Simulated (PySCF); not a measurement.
# CH₆B₂O: one change and its effect

System: CH₆B₂O.
Method of run A: GIAO PBE0/pcSseg-2 NMR shielding, non-relativistic, gas phase (PySCF 2.14.0).

The geometry comes from this level: PBE0-D3(BJ)/def2-SVP. Text and figures count atoms from 1; the logs count them from 0 in places.

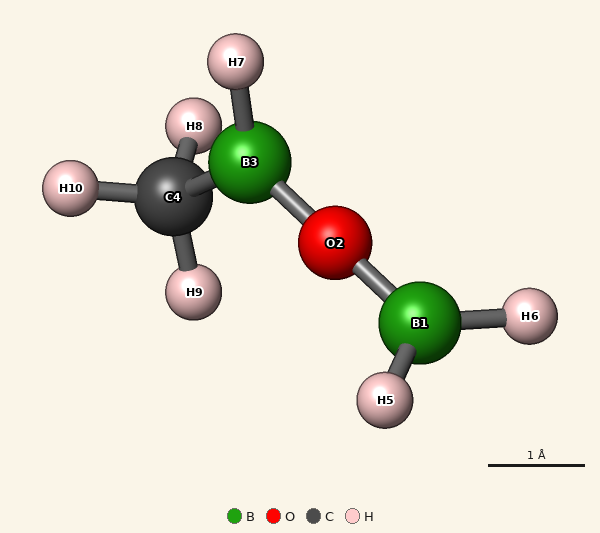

Figure 1. The structure as given in the input (ball-and-stick view, seen at a tilt; atoms are numbered from 1 in the order of the input).

**The input, run A**
```
{"job": {"kind": "nmr", "xc": "PBE0", "basis": "pcSseg-2", "pop": false}, "charge": 0, "multiplicity": 1}
B      2.231594    -0.387610     0.237608
O      1.056999     0.134421    -0.108633
B     -0.130028     0.651699    -0.462469
C     -1.452259    -0.174274    -0.328057
H      2.614438    -0.251345     1.378302
H      2.874815    -0.982529    -0.598334
H     -0.120371     1.787523    -0.890443
H     -1.922209    -0.280524    -1.321134
H     -1.313819    -1.173830     0.108237
H     -2.180576     0.387229     0.281577
```

The first line tells a small driver script what to run in PySCF; the rest is the geometry in Å.

Launched with:
```bash
OMP_NUM_THREADS=1 python <driver script> task.json out
```

Hardware: 1 CPU thread, shared host.

**Output (run A)**
```
coarse grid: 8064 points
cycle   1  E = -166.4811085274  dE =  2.065e-01  |g| = 6.435e-01  |ddm| = 1.988e+00
cycle   2  E = -166.3412240563  dE =  1.399e-01  |g| = 1.074e+00  |ddm| = 7.412e-01
cycle   3  E = -166.5579118690  dE = -2.167e-01  |g| = 1.150e-01  |ddm| = 4.724e-01
cycle   4  E = -166.5604463667  dE = -2.534e-03  |g| = 3.573e-02  |ddm| = 7.080e-02
cycle   5  E = -166.5607547760  dE = -3.084e-04  |g| = 4.553e-03  |ddm| = 2.240e-02
cycle   6  E = -166.5607602306  dE = -5.455e-06  |g| = 1.466e-03  |ddm| = 6.317e-03
final grid: 77064 points
cycle   7  E = -166.5641333333  dE = -8.325e-05  |g| = 7.320e-03  |ddm| = 5.217e-02
cycle   8  E = -166.5641229717  dE =  1.036e-05  |g| = 1.063e-02  |ddm| = 9.069e-03
cycle   9  E = -166.5641444977  dE = -2.153e-05  |g| = 1.244e-03  |ddm| = 4.787e-03
cycle  10  E = -166.5641448234  dE = -3.257e-07  |g| = 2.496e-04  |ddm| = 9.230e-04
cycle  11  E = -166.5641448353  dE = -1.184e-08  |g| = 6.211e-05  |ddm| = 2.635e-04
cycle  12  E = -166.5641448364  dE = -1.176e-09  |g| = 7.580e-06  |ddm| = 9.264e-05
cycle  13  E = -166.5641448364  dE = -1.091e-11  |g| = 1.473e-06  |ddm| = 5.925e-06
converged SCF energy = -166.5641448364

GIAO shielding tensors (ppm)
atom      isotropic    diamagn.    paramagn.     s11        s22        s33       span
  0 B       55.911     194.602    -138.691      9.646     53.349    104.738     95.092
  1 O       -7.652     407.680    -415.333   -143.061     24.788     95.316    238.377
  2 B       51.955     195.086    -143.130     -4.925     61.497     99.294    104.219
  3 C      174.328     245.215     -70.887    156.914    173.961    192.108     35.194
  4 H       25.792      29.385      -3.593     25.287     25.721     26.367      1.080
  5 H       25.791      28.819      -3.028     25.285     25.730     26.357      1.073
  6 H       25.693      28.604      -2.911     24.299     24.539     28.242      3.943
  7 H       30.521      28.690       1.831     27.488     28.281     35.793      8.305
  8 H       30.900      31.092      -0.191     27.753     28.971     35.977      8.224
  9 H       30.488      29.117       1.371     27.464     28.247     35.753      8.290
```

The input of run B differs as follows (lines with − go, lines with + come):
```diff
-"xc": "PBE0"
+"xc": "BHandHLYP"
```

Predict how the results change.

The total energies belong to different methods, so their difference says nothing on which is more stable or more accurate. The HOMO goes from −8.59 to −9.95 eV. The LUMO goes from −0.67 to 0.27 eV. The dipole moment goes from 0.75 to 0.67 D. Of all shieldings, the largest change is that of O2, by +23.3 ppm. The functional changes from PBE0 to BHandHLYP. The SCF takes 12 iterations against 13.

**Output (run B)**
```
coarse grid: 8064 points
cycle   1  E = -166.6163995373  dE =  2.687e-01  |g| = 5.985e-01  |ddm| = 1.934e+00
cycle   2  E = -166.5916175304  dE =  2.478e-02  |g| = 7.317e-01  |ddm| = 5.586e-01
cycle   3  E = -166.6851980572  dE = -9.358e-02  |g| = 5.957e-02  |ddm| = 3.019e-01
cycle   4  E = -166.6858021036  dE = -6.040e-04  |g| = 2.818e-02  |ddm| = 5.181e-02
cycle   5  E = -166.6859965470  dE = -1.944e-04  |g| = 1.741e-03  |ddm| = 1.938e-02
cycle   6  E = -166.6859974614  dE = -9.143e-07  |g| = 5.886e-04  |ddm| = 2.582e-03
final grid: 77064 points
cycle   7  E = -166.6905212247  dE = -3.547e-05  |g| = 2.417e-03  |ddm| = 3.035e-02
cycle   8  E = -166.6905215929  dE = -3.682e-07  |g| = 1.966e-03  |ddm| = 2.813e-03
cycle   9  E = -166.6905224338  dE = -8.408e-07  |g| = 2.882e-04  |ddm| = 1.075e-03
cycle  10  E = -166.6905224418  dE = -8.040e-09  |g| = 1.743e-04  |ddm| = 1.818e-04
cycle  11  E = -166.6905224477  dE = -5.916e-09  |g| = 1.443e-05  |ddm| = 7.835e-05
cycle  12  E = -166.6905224478  dE = -5.781e-11  |g| = 3.192e-06  |ddm| = 1.360e-05
converged SCF energy = -166.6905224478

GIAO shielding tensors (ppm)
atom      isotropic    diamagn.    paramagn.     s11        s22        s33       span
  0 B       59.867     192.145    -132.278     14.903     58.246    106.451     91.548
  1 O       15.645     410.912    -395.267   -118.800     49.385    116.351    235.150
  2 B       55.532     192.540    -137.008     -0.426     66.045    100.976    101.403
  3 C      174.551     242.533     -67.982    158.245    173.231    192.177     33.931
  4 H       26.237      29.381      -3.144     25.556     26.185     26.971      1.414
  5 H       26.237      28.837      -2.600     25.556     26.196     26.959      1.403
  6 H       26.161      28.631      -2.470     24.806     25.052     28.625      3.820
  7 H       30.748      28.866       1.882     27.664     28.551     36.030      8.366
  8 H       31.115      31.093       0.022     27.879     29.242     36.223      8.344
  9 H       30.715      29.249       1.466     27.640     28.507     35.999      8.359
```

**The two runs side by side**

| quantity | run A | run B |
| --- | --- | --- |
| outcome | converged | converged |
| total energy (hartree) | −166.564145 | −166.690522 |
| HOMO (eV) | −8.59 | −9.95 |
| LUMO (eV) | −0.67 | 0.27 |
| dipole moment (D) | 0.75 | 0.67 |
| shielding of B1 (ppm) | 55.9 | 59.9 |
| shielding of O2 (ppm) | −7.7 | 15.6 |
| shielding of B3 (ppm) | 52.0 | 55.5 |
| shielding of H5 (ppm) | 25.8 | 26.2 |
| shielding of H6 (ppm) | 25.8 | 26.2 |
| shielding of H7 (ppm) | 25.7 | 26.2 |
| shielding of H8 (ppm) | 30.5 | 30.7 |
| SCF iterations | 13 | 12 |
| basis functions | 228 | 228 |
| wall time (shared host) | 16 s | 16 s |
